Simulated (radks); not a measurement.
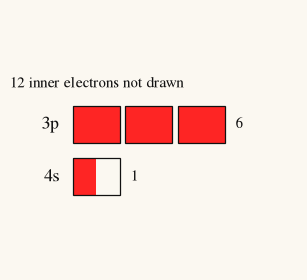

The outer shells as the input fills them: a box for each of the 2l + 1 orbitals, shaded by the share of the shell that is filled, with the electron count at the right.

**K: atomic calculation**

- system: atomic potassium (K) in the configuration [Ar] 4s1 (high spin).
- method: non-relativistic Kohn-Sham, LB94 model potential, spin-polarised, spherical densities, point nucleus (the in-house radial solver radks)

### Input file
```
Z 19
configuration [Ar] 4s1
relativity non-relativistic
functional lda,pw
spin polarised
nucleus point
response adiabatic LDA kernel
```

Energies in input and log are in hartree, lengths in bohr.

Hardware: 1 CPU thread, shared host.

### The program's output
```
1s      1   1.0000        -130.79675252
2s      1   1.0000         -13.51856615
2p      1   3.0000         -10.93730437
3s      1   1.0000          -1.47305937
3p      1   3.0000          -0.88586762
4s      1   1.0000          -0.18068893
1s      2   1.0000        -130.79538933
2s      2   1.0000         -13.51790827
2p      2   3.0000         -10.93655266
3s      2   1.0000          -1.47141501
3p      2   3.0000          -0.88893419
4s      2   0.0000          -0.24139264
Etot None
Ekin 602.6251162392173
Encl -1428.1239933322195
Eh 259.15262172628763
Exc None
err 1.9818445844676095e-09
it 14
```

### Orbitals

| orbital | occupation | energy (eV) | ⟨r⟩ (bohr) | outer maximum (bohr) |
| --- | --- | --- | --- | --- |
| 1s up | 1 | −3559.2 | 0.08128 | 0.0535 |
| 1s down | 1 | −3559.1 | 0.08128 | 0.0535 |
| 2s up | 1 | −367.859 | 0.3888 | 0.321 |
| 2s down | 1 | −367.841 | 0.3889 | 0.321 |
| 2p up | 3 | −297.619 | 0.3491 | 0.263 |
| 2p down | 3 | −297.599 | 0.3492 | 0.263 |
| 3s up | 1 | −40.084 | 1.274 | 1.08 |
| 3s down | 1 | −40.039 | 1.281 | 1.08 |
| 3p down | 3 | −24.189 | 1.444 | 1.16 |
| 3p up | 3 | −24.106 | 1.422 | 1.15 |
| 4s down | 0 | −6.569 | 4.171 | 3.57 |
| 4s up | 1 | −4.917 | 4.432 | 3.61 |

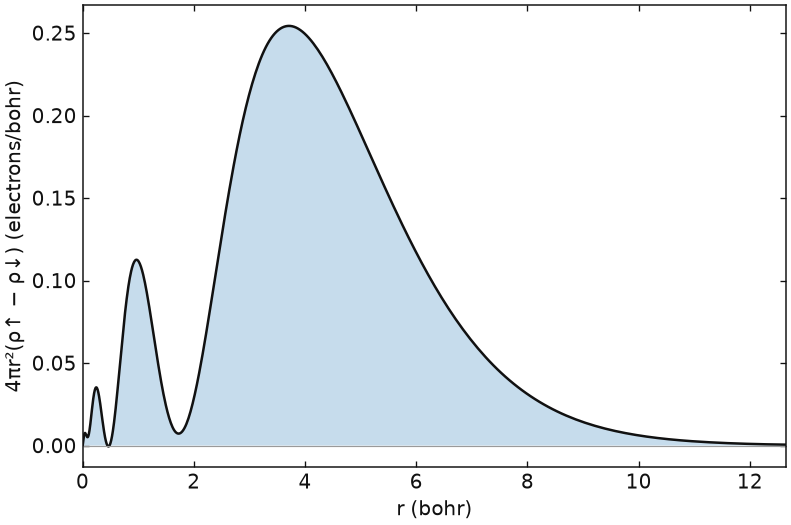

The radial spin density. The curve integrates to 1 unpaired electron, held by 4s (+1). Its largest value, 0.254 electrons/bohr, lies near r = 3.7 bohr. Regions of the opposite sign are negligible. At the nucleus the spin density is 1.94 bohr⁻³.

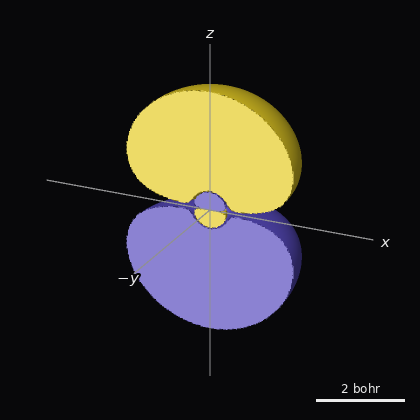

The 3p(z) orbital of down spin. The surface of constant |ψ| that holds about 95 % of the electron is drawn, yellow where ψ is positive and blue where it is negative, with the half in front of the xz plane cut away and the cut face painted. The radial function comes from the spherical calculation and is multiplied by a real spherical harmonic; the overall sign is chosen so that the largest lobe of P(r) is positive. It has the nodal plane xy and 1 radial node, at r = 0.446 bohr. The outermost maximum of P² lies at 1.16 bohr, ⟨r⟩ = 1.44 bohr, 90 % of the charge lies within 2.27 bohr, and the eigenvalue is −24.2 eV, with 3 electrons in the shell for this spin.

### Key numbers

```tsv
quantity	value
outcome	converged
kinetic energy	602.625116 hartree
electron–nucleus energy	−1428.1240 hartree
Hartree energy	259.152622 hartree
radius at density 0.001 e/bohr³	4.40 bohr
SCF iterations	14
```
